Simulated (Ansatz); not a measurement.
# Al2B (quartet): PBE, BLYP, r2SCAN, B97M-V, PBE0, B3LYP over vertical spin and charge gaps, def2-QZVPP

Aim: run Al2B (quartet) with these functionals over vertical spin and charge gaps, and hold them against the top wave-function level at the same points.

The runs use Ansatz 0.2.0, Gaussian basis; def2-QZVPP, all electrons in the functionals.

The runs, in order: PBE, BLYP, r2SCAN, B97M-V, PBE0, B3LYP, at charge 0, quartet; charge 0, doublet; charge 0, sextet; charge 1, triplet; charge 1, quintet.

5 further runs of the same task are left out: 1 that didn't finish, 4 set aside as unsound or not needed. Runs told in other sessions of the task aren't counted.

## Step 1: The system

The geometry is a PBE0/def2-TZVP stationary point (not a proven minimum).

3 atoms, charge 0, spin multiplicity 4.

Atoms are counted from 1 here; the program's logs count them from 0.

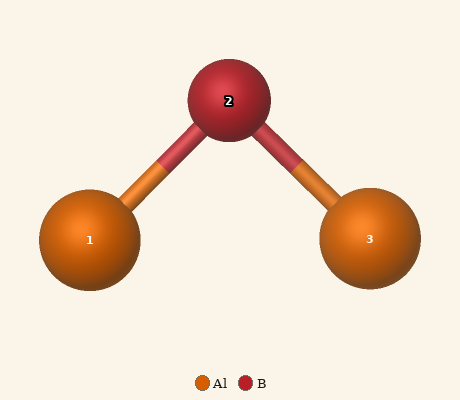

The geometry (aluminium orange, boron red); atoms are numbered from 1 in the order of the file.

No dispersion term is added; B97M-V holds VV10 nonlocal correlation. B3LYP takes the VWN-RPA correlation.

The geometry shown and the zero of energy belong to the point charge 0, quartet. The yardstick, UCCSD(T), and other wave-function levels (R restricted, U unrestricted, valence and pair active spaces) come from earlier runs.

## Step 2: PBE, charge 0, quartet

The input, in.yaml:

```yaml
crystal:
  periodic: [false, false, false]
  atoms:
    - {symbol: Al, position_ang: [0.000000, -0.244231, 1.475660]}
    - {symbol: B, position_ang: [0.000000, 1.219080, 0.000000]}
    - {symbol: Al, position_ang: [0.000000, -0.244231, -1.475660]}
basis:
  gaussian: {orbitals: "def2-QZVPP.json"}
magnetization: {spin_polarized: true, initial_magnetization: 3}
hamiltonian: {xc: {name: PBE}}
output: {orbitals: {seedname: orbitals}}
```

On the command line:

```bash
$ ansatz run in.yaml --threads 1 --pin off --events-out ev --progress --plain --max-ram 2393MiB
```

Standard output, cut to the lines that bear on the results:

```text
Functional definition: PBE
  name "PBE"
  cite "Perdew, Burke & Ernzerhof, Phys. Rev. Lett. 77, 3865 (1996) doi:10.1103/PhysRevLett.77.3865"
  parent pbe
[...]
885 factors; their error is unknown
[...]
mean field -13858.30281910 eV, -509.2832351069 hartree, gradient 2.2e-5 eV, S^2 3.768524; 0 other end points of the search recorded, 0 dependent functions left out
reference -13858.30286179 eV, -509.2832366756 hartree; 17, 14 occupied and 180, 183 virtual orbitals, 885 factors
Total energy: -13858.30286179 eV, -509.2832366756 hartree
```

It took 8.5 s on 1 thread of Arm Neoverse V1, shared host; peak memory 0.4 GiB.

From the report: ⟨S²⟩ of the determinant 3.769 (pure quartet: 3.75).

## Step 3: PBE, charge 0, doublet

in.yaml, as its differences from that of step 2:

```diff
@@ -8,3 +8,3 @@
   gaussian: {orbitals: "def2-QZVPP.json"}
-magnetization: {spin_polarized: true, initial_magnetization: 3}
+magnetization: {spin_polarized: true, initial_magnetization: 1}
 hamiltonian: {xc: {name: PBE}}
```

The command is unchanged.

Standard output, cut to the lines that bear on the results:

```text
Functional definition: PBE
  name "PBE"
  cite "Perdew, Burke & Ernzerhof, Phys. Rev. Lett. 77, 3865 (1996) doi:10.1103/PhysRevLett.77.3865"
  parent pbe
[...]
885 factors; their error is unknown
[...]
mean field -13858.23290192 eV, -509.2806656979 hartree, gradient 6.3e-6 eV, S^2 1.432241; 21 other end points of the search recorded, 0 dependent functions left out
reference -13858.23294142 eV, -509.2806671495 hartree; 16, 15 occupied and 181, 182 virtual orbitals, 885 factors
Total energy: -13858.23294142 eV, -509.2806671495 hartree
```

Run time: 97 s. Hardware: 1 thread of Arm Neoverse V1, shared host; peak memory 0.55 GiB.

From the report: ⟨S²⟩ of the determinant 1.432 (pure doublet: 0.75). The determinant of PBE (⟨S²⟩ 1.43) is far from a pure spin state, so its energy mixes those of several spin states; that is harmless only where they are near-degenerate.

From charge 0, quartet: +0.070 eV.

## Step 4: PBE, charge 0, sextet

in.yaml, as its differences from that of step 3:

```diff
@@ -8,3 +8,3 @@
   gaussian: {orbitals: "def2-QZVPP.json"}
-magnetization: {spin_polarized: true, initial_magnetization: 1}
+magnetization: {spin_polarized: true, initial_magnetization: 5}
 hamiltonian: {xc: {name: PBE}}
```

Same command.

Standard output, cut to the lines that bear on the results:

```text
Functional definition: PBE
  name "PBE"
  cite "Perdew, Burke & Ernzerhof, Phys. Rev. Lett. 77, 3865 (1996) doi:10.1103/PhysRevLett.77.3865"
  parent pbe
[...]
885 factors; their error is unknown
[...]
mean field -13855.93272293 eV, -509.1961356793 hartree, gradient 1.0e-5 eV, S^2 8.755114; 4 other end points of the search recorded, 0 dependent functions left out
reference -13855.93276905 eV, -509.1961373742 hartree; 18, 13 occupied and 179, 184 virtual orbitals, 885 factors
Total energy: -13855.93276905 eV, -509.1961373742 hartree
```

Wall time 15 s (1 thread of Arm Neoverse V1, shared host); peak memory 0.49 GiB.

From the report: ⟨S²⟩ of the determinant 8.755 (pure sextet: 8.75).

From charge 0, quartet: +2.370 eV.

## Step 5: PBE, charge 1, triplet

in.yaml, as its differences from that of step 4:

```diff
@@ -8,3 +8,4 @@
   gaussian: {orbitals: "def2-QZVPP.json"}
-magnetization: {spin_polarized: true, initial_magnetization: 5}
+total_charge: 1
+magnetization: {spin_polarized: true, initial_magnetization: 2}
 hamiltonian: {xc: {name: PBE}}
```

The command is unchanged.

Standard output, cut to the lines that bear on the results:

```text
Functional definition: PBE
  name "PBE"
  cite "Perdew, Burke & Ernzerhof, Phys. Rev. Lett. 77, 3865 (1996) doi:10.1103/PhysRevLett.77.3865"
  parent pbe
[...]
885 factors; their error is unknown
[...]
mean field -13851.23844486 eV, -509.0236241419 hartree, gradient 6.0e-6 eV, S^2 2.028861; 10 other end points of the search recorded, 0 dependent functions left out
reference -13851.23848999 eV, -509.0236258004 hartree; 16, 14 occupied and 181, 183 virtual orbitals, 885 factors
Total energy: -13851.23848999 eV, -509.0236258004 hartree
```

Wall time 35 s (1 thread of Arm Neoverse V1, shared host); peak memory 0.53 GiB.

From the report: ⟨S²⟩ of the determinant 2.029 (pure triplet: 2.00).

From charge 0, quartet: +7.064 eV.

## Step 6: PBE, charge 1, quintet

in.yaml, as its differences from that of step 5:

```diff
@@ -9,3 +9,3 @@
 total_charge: 1
-magnetization: {spin_polarized: true, initial_magnetization: 2}
+magnetization: {spin_polarized: true, initial_magnetization: 4}
 hamiltonian: {xc: {name: PBE}}
```

Launched as before.

Standard output, cut to the lines that bear on the results:

```text
Functional definition: PBE
  name "PBE"
  cite "Perdew, Burke & Ernzerhof, Phys. Rev. Lett. 77, 3865 (1996) doi:10.1103/PhysRevLett.77.3865"
  parent pbe
[...]
885 factors; their error is unknown
[...]
mean field -13850.05771280 eV, -508.9802330392 hartree, gradient 4.2e-5 eV, S^2 6.009783; 0 other end points of the search recorded, 0 dependent functions left out
reference -13850.05776268 eV, -508.9802348722 hartree; 17, 13 occupied and 180, 184 virtual orbitals, 885 factors
Total energy: -13850.05776268 eV, -508.9802348722 hartree
```

Run time: 7.5 s. Hardware: 1 thread of Arm Neoverse V1, shared host; peak memory 0.28 GiB.

From the report: ⟨S²⟩ of the determinant 6.010 (pure quintet: 6.00).

From charge 0, quartet: +8.245 eV.

## Step 7: BLYP, charge 0, quartet

in.yaml, as its differences from that of step 6:

```diff
@@ -8,5 +8,3 @@
   gaussian: {orbitals: "def2-QZVPP.json"}
-total_charge: 1
-magnetization: {spin_polarized: true, initial_magnetization: 4}
-hamiltonian: {xc: {name: PBE}}
-output: {orbitals: {seedname: orbitals}}
+magnetization: {spin_polarized: true, initial_magnetization: 3}
+hamiltonian: {xc: {name: BLYP}}
```

Launched as before.

Standard output, cut to the lines that bear on the results:

```text
Functional definition: BLYP
  name "BLYP"
  cite "Becke, Phys. Rev. A 38, 3098 (1988) doi:10.1103/PhysRevA.38.3098"
  cite "Lee, Yang & Parr, Phys. Rev. B 37, 785 (1988) doi:10.1103/PhysRevB.37.785"
[...]
885 factors; their error is unknown
[...]
mean field -13866.73596019 eV, -509.5931473259 hartree, gradient 4.8e-5 eV, S^2 3.762783; 0 other end points of the search recorded, 0 dependent functions left out
reference -13866.73622579 eV, -509.5931570862 hartree; 17, 14 occupied and 180, 183 virtual orbitals, 885 factors
Total energy: -13866.73622579 eV, -509.5931570862 hartree
```

Wall time 9 s (1 thread of Arm Neoverse V1, shared host); peak memory 0.4 GiB.

From the report: ⟨S²⟩ of the determinant 3.763 (pure quartet: 3.75).

## Step 8: BLYP, charge 0, doublet

in.yaml, as its differences from that of step 7:

```diff
@@ -8,3 +8,3 @@
   gaussian: {orbitals: "def2-QZVPP.json"}
-magnetization: {spin_polarized: true, initial_magnetization: 3}
+magnetization: {spin_polarized: true, initial_magnetization: 1}
 hamiltonian: {xc: {name: BLYP}}
```

Launched as before.

Standard output, cut to the lines that bear on the results:

```text
Functional definition: BLYP
  name "BLYP"
  cite "Becke, Phys. Rev. A 38, 3098 (1988) doi:10.1103/PhysRevA.38.3098"
  cite "Lee, Yang & Parr, Phys. Rev. B 37, 785 (1988) doi:10.1103/PhysRevB.37.785"
[...]
885 factors; their error is unknown
[...]
mean field -13866.70505486 eV, -509.5920115758 hartree, gradient 4.0e-6 eV, S^2 1.433522; 22 other end points of the search recorded, 0 dependent functions left out
reference -13866.70531762 eV, -509.5920212321 hartree; 16, 15 occupied and 181, 182 virtual orbitals, 885 factors
Total energy: -13866.70531762 eV, -509.5920212321 hartree
```

It took 1.8 min on 1 thread of Arm Neoverse V1, shared host; peak memory 0.56 GiB.

From the report: ⟨S²⟩ of the determinant 1.434 (pure doublet: 0.75). The determinant of BLYP (⟨S²⟩ 1.43) is far from a pure spin state, so its energy mixes those of several spin states; that is harmless only where they are near-degenerate.

From charge 0, quartet: +0.031 eV.

## Step 9: BLYP, charge 0, sextet

in.yaml, as its differences from that of step 8:

```diff
@@ -8,3 +8,3 @@
   gaussian: {orbitals: "def2-QZVPP.json"}
-magnetization: {spin_polarized: true, initial_magnetization: 1}
+magnetization: {spin_polarized: true, initial_magnetization: 5}
 hamiltonian: {xc: {name: BLYP}}
```

Launched as before.

Standard output, cut to the lines that bear on the results:

```text
Functional definition: BLYP
  name "BLYP"
  cite "Becke, Phys. Rev. A 38, 3098 (1988) doi:10.1103/PhysRevA.38.3098"
  cite "Lee, Yang & Parr, Phys. Rev. B 37, 785 (1988) doi:10.1103/PhysRevB.37.785"
[...]
885 factors; their error is unknown
[...]
mean field -13864.05539607 eV, -509.4946384113 hartree, gradient 2.8e-5 eV, S^2 8.754641; 4 other end points of the search recorded, 0 dependent functions left out
reference -13864.05566457 eV, -509.4946482786 hartree; 18, 13 occupied and 179, 184 virtual orbitals, 885 factors
Total energy: -13864.05566457 eV, -509.4946482786 hartree
```

Wall time 17 s (1 thread of Arm Neoverse V1, shared host); peak memory 0.49 GiB.

From the report: ⟨S²⟩ of the determinant 8.755 (pure sextet: 8.75).

From charge 0, quartet: +2.681 eV.

## Step 10: BLYP, charge 1, triplet

in.yaml, as its differences from that of step 9:

```diff
@@ -8,3 +8,4 @@
   gaussian: {orbitals: "def2-QZVPP.json"}
-magnetization: {spin_polarized: true, initial_magnetization: 5}
+total_charge: 1
+magnetization: {spin_polarized: true, initial_magnetization: 2}
 hamiltonian: {xc: {name: BLYP}}
```

The command is unchanged.

Standard output, cut to the lines that bear on the results:

```text
Functional definition: BLYP
  name "BLYP"
  cite "Becke, Phys. Rev. A 38, 3098 (1988) doi:10.1103/PhysRevA.38.3098"
  cite "Lee, Yang & Parr, Phys. Rev. B 37, 785 (1988) doi:10.1103/PhysRevB.37.785"
[...]
885 factors; their error is unknown
[...]
mean field -13859.89239187 eV, -509.3416508289 hartree, gradient 2.5e-5 eV, S^2 2.019579; 10 other end points of the search recorded, 0 dependent functions left out
reference -13859.89268036 eV, -509.3416614306 hartree; 16, 14 occupied and 181, 183 virtual orbitals, 885 factors
Total energy: -13859.89268036 eV, -509.3416614306 hartree
```

Wall time 41 s (1 thread of Arm Neoverse V1, shared host); peak memory 0.54 GiB.

From the report: ⟨S²⟩ of the determinant 2.020 (pure triplet: 2.00).

From charge 0, quartet: +6.844 eV.

## Step 11: BLYP, charge 1, quintet

in.yaml, as its differences from that of step 10:

```diff
@@ -9,3 +9,3 @@
 total_charge: 1
-magnetization: {spin_polarized: true, initial_magnetization: 2}
+magnetization: {spin_polarized: true, initial_magnetization: 4}
 hamiltonian: {xc: {name: BLYP}}
```

The command is unchanged.

Standard output, cut to the lines that bear on the results:

```text
Functional definition: BLYP
  name "BLYP"
  cite "Becke, Phys. Rev. A 38, 3098 (1988) doi:10.1103/PhysRevA.38.3098"
  cite "Lee, Yang & Parr, Phys. Rev. B 37, 785 (1988) doi:10.1103/PhysRevB.37.785"
[...]
885 factors; their error is unknown
[...]
mean field -13858.50996704 eV, -509.2908476531 hartree, gradient 3.9e-5 eV, S^2 6.007507; 0 other end points of the search recorded, 0 dependent functions left out
reference -13858.51026192 eV, -509.2908584901 hartree; 17, 13 occupied and 180, 184 virtual orbitals, 885 factors
Total energy: -13858.51026192 eV, -509.2908584901 hartree
```

Wall time 7.5 s (1 thread of Arm Neoverse V1, shared host); peak memory 0.28 GiB.

From the report: ⟨S²⟩ of the determinant 6.008 (pure quintet: 6.00).

From charge 0, quartet: +8.226 eV.

## Step 12: r2SCAN, charge 0, quartet

in.yaml, as its differences from that of step 11:

```diff
@@ -8,4 +8,3 @@
   gaussian: {orbitals: "def2-QZVPP.json"}
-total_charge: 1
-magnetization: {spin_polarized: true, initial_magnetization: 4}
-hamiltonian: {xc: {name: BLYP}}
+magnetization: {spin_polarized: true, initial_magnetization: 3}
+hamiltonian: {xc: {name: r2SCAN}}
```

The command is unchanged.

Standard output, cut to the lines that bear on the results:

```text
Functional definition: r2SCAN
  name "r2SCAN"
  cite "Furness, Kaplan, Ning, Perdew & Sun, J. Phys. Chem. Lett. 11, 8208 (2020) doi:10.1021/acs.jpclett.0c02405"
  cite "Furness, Kaplan, Ning, Perdew & Sun, J. Phys. Chem. Lett. 11, 9248 (2020) doi:10.1021/acs.jpclett.0c03077"
  parent r2scan
[...]
885 factors; their error is unknown
[...]
mean field -13864.60829739 eV, -509.5149571600 hartree, gradient 4.1e-5 eV, S^2 3.816734; 1 other end points of the search recorded, 0 dependent functions left out
reference -13864.60832095 eV, -509.5149580260 hartree; 17, 14 occupied and 180, 183 virtual orbitals, 885 factors
Total energy: -13864.60832095 eV, -509.5149580260 hartree
```

Run time: 19 s. Hardware: 1 thread of Arm Neoverse V1, shared host; peak memory 0.44 GiB.

From the report: ⟨S²⟩ of the determinant 3.817 (pure quartet: 3.75).

## Step 13: r2SCAN, charge 0, doublet

in.yaml, as its differences from that of step 12:

```diff
@@ -8,3 +8,3 @@
   gaussian: {orbitals: "def2-QZVPP.json"}
-magnetization: {spin_polarized: true, initial_magnetization: 3}
+magnetization: {spin_polarized: true, initial_magnetization: 1}
 hamiltonian: {xc: {name: r2SCAN}}
```

Launched as before.

Standard output, cut to the lines that bear on the results:

```text
Functional definition: r2SCAN
  name "r2SCAN"
  cite "Furness, Kaplan, Ning, Perdew & Sun, J. Phys. Chem. Lett. 11, 8208 (2020) doi:10.1021/acs.jpclett.0c02405"
  cite "Furness, Kaplan, Ning, Perdew & Sun, J. Phys. Chem. Lett. 11, 9248 (2020) doi:10.1021/acs.jpclett.0c03077"
  parent r2scan
[...]
885 factors; their error is unknown
[...]
mean field -13864.54823148 eV, -509.5127497786 hartree, gradient 7.1e-6 eV, S^2 1.678593; 26 other end points of the search recorded, 0 dependent functions left out
reference -13864.54825532 eV, -509.5127506547 hartree; 16, 15 occupied and 181, 182 virtual orbitals, 885 factors
Total energy: -13864.54825532 eV, -509.5127506547 hartree
```

Wall time 4.8 min (1 thread of Arm Neoverse V1, shared host); peak memory 0.61 GiB.

From the report: ⟨S²⟩ of the determinant 1.679 (pure doublet: 0.75). The determinant of r2SCAN (⟨S²⟩ 1.68) is far from a pure spin state, so its energy mixes those of several spin states; that is harmless only where they are near-degenerate.

From charge 0, quartet: +0.060 eV.

## Step 14: r2SCAN, charge 0, sextet

in.yaml, as its differences from that of step 13:

```diff
@@ -8,3 +8,3 @@
   gaussian: {orbitals: "def2-QZVPP.json"}
-magnetization: {spin_polarized: true, initial_magnetization: 1}
+magnetization: {spin_polarized: true, initial_magnetization: 5}
 hamiltonian: {xc: {name: r2SCAN}}
```

The command is unchanged.

Standard output, cut to the lines that bear on the results:

```text
Functional definition: r2SCAN
  name "r2SCAN"
  cite "Furness, Kaplan, Ning, Perdew & Sun, J. Phys. Chem. Lett. 11, 8208 (2020) doi:10.1021/acs.jpclett.0c02405"
  cite "Furness, Kaplan, Ning, Perdew & Sun, J. Phys. Chem. Lett. 11, 9248 (2020) doi:10.1021/acs.jpclett.0c03077"
  parent r2scan
[...]
885 factors; their error is unknown
[...]
mean field -13862.51356814 eV, -509.4379772798 hartree, gradient 5.4e-5 eV, S^2 8.762418; 5 other end points of the search recorded, 0 dependent functions left out
reference -13862.51359341 eV, -509.4379782085 hartree; 18, 13 occupied and 179, 184 virtual orbitals, 885 factors
Total energy: -13862.51359341 eV, -509.4379782085 hartree
```

It took 32 s on 1 thread of Arm Neoverse V1, shared host; peak memory 0.47 GiB.

From the report: ⟨S²⟩ of the determinant 8.762 (pure sextet: 8.75).

From charge 0, quartet: +2.095 eV.

## Step 15: r2SCAN, charge 1, triplet

in.yaml, as its differences from that of step 14:

```diff
@@ -8,3 +8,4 @@
   gaussian: {orbitals: "def2-QZVPP.json"}
-magnetization: {spin_polarized: true, initial_magnetization: 5}
+total_charge: 1
+magnetization: {spin_polarized: true, initial_magnetization: 2}
 hamiltonian: {xc: {name: r2SCAN}}
```

Same command.

Standard output, cut to the lines that bear on the results:

```text
Functional definition: r2SCAN
  name "r2SCAN"
  cite "Furness, Kaplan, Ning, Perdew & Sun, J. Phys. Chem. Lett. 11, 8208 (2020) doi:10.1021/acs.jpclett.0c02405"
  cite "Furness, Kaplan, Ning, Perdew & Sun, J. Phys. Chem. Lett. 11, 9248 (2020) doi:10.1021/acs.jpclett.0c03077"
  parent r2scan
[...]
885 factors; their error is unknown
[...]
mean field -13857.43408100 eV, -509.2513095705 hartree, gradient 8.3e-6 eV, S^2 2.090771; 10 other end points of the search recorded, 0 dependent functions left out
reference -13857.43409996 eV, -509.2513102675 hartree; 16, 14 occupied and 181, 183 virtual orbitals, 885 factors
Total energy: -13857.43409996 eV, -509.2513102675 hartree
```

Run time: 94 s. Hardware: 1 thread of Arm Neoverse V1, shared host; peak memory 0.51 GiB.

From the report: ⟨S²⟩ of the determinant 2.091 (pure triplet: 2.00).

From charge 0, quartet: +7.174 eV.

## Step 16: r2SCAN, charge 1, quintet

in.yaml, as its differences from that of step 15:

```diff
@@ -9,3 +9,3 @@
 total_charge: 1
-magnetization: {spin_polarized: true, initial_magnetization: 2}
+magnetization: {spin_polarized: true, initial_magnetization: 4}
 hamiltonian: {xc: {name: r2SCAN}}
```

Launched as before.

Standard output, cut to the lines that bear on the results:

```text
Functional definition: r2SCAN
  name "r2SCAN"
  cite "Furness, Kaplan, Ning, Perdew & Sun, J. Phys. Chem. Lett. 11, 8208 (2020) doi:10.1021/acs.jpclett.0c02405"
  cite "Furness, Kaplan, Ning, Perdew & Sun, J. Phys. Chem. Lett. 11, 9248 (2020) doi:10.1021/acs.jpclett.0c03077"
  parent r2scan
[...]
885 factors; their error is unknown
[...]
mean field -13856.56686827 eV, -509.2194400906 hartree, gradient 3.0e-5 eV, S^2 6.025585; 0 other end points of the search recorded, 0 dependent functions left out
reference -13856.56688807 eV, -509.2194408184 hartree; 17, 13 occupied and 180, 184 virtual orbitals, 885 factors
Total energy: -13856.56688807 eV, -509.2194408184 hartree
```

It took 15 s on 1 thread of Arm Neoverse V1, shared host; peak memory 0.43 GiB.

From the report: ⟨S²⟩ of the determinant 6.026 (pure quintet: 6.00).

From charge 0, quartet: +8.041 eV.

## Step 17: B97M-V, charge 0, quartet

in.yaml, as its differences from that of step 16:

```diff
@@ -8,4 +8,3 @@
   gaussian: {orbitals: "def2-QZVPP.json"}
-total_charge: 1
-magnetization: {spin_polarized: true, initial_magnetization: 4}
-hamiltonian: {xc: {name: r2SCAN}}
+magnetization: {spin_polarized: true, initial_magnetization: 3}
+hamiltonian: {xc: {name: B97M-V}}
```

The command is unchanged.

Standard output, cut to the lines that bear on the results:

```text
Functional definition: B97M-V
  name "B97M-V"
  cite "Mardirossian & Head-Gordon, J. Chem. Phys. 142, 074111 (2015) doi:10.1063/1.4907719"
  cite "Becke, J. Chem. Phys. 107, 8554 (1997) doi:10.1063/1.475007"
  cite "Vydrov & Van Voorhis, J. Chem. Phys. 133, 244103 (2010) doi:10.1063/1.3521275"
  # Of w^i u^j: cxij and so on, Table III.
[...]
  gx(w, u) = cx00 + cx01*u + cx02*u^2 + (cx10 + cx11*u)*w
[...]
  gos(w, u) = cos00 + cos01*u + cos03*u^3 + cos10*w + cos32*w^3*u^2
[...]
      + integral(e_c_pw_mod_opposite_spin*gos(b97_w_opposite, b97_u_opposite)) + vv10(b, c)
885 factors; their error is unknown
[...]
mean field -13863.62092964 eV, -509.4786720645 hartree, gradient 5.8e-5 eV, S^2 3.783614; 2 other end points of the search recorded, 0 dependent functions left out
reference -13863.62099039 eV, -509.4786742971 hartree; 17, 14 occupied and 180, 183 virtual orbitals, 885 factors
Total energy: -13863.62099039 eV, -509.4786742971 hartree
```

Run time: 29 s. Hardware: 1 thread of Arm Neoverse V1, shared host; peak memory 0.5 GiB.

From the report: ⟨S²⟩ of the determinant 3.784 (pure quartet: 3.75).

[end of part 1 of 2]
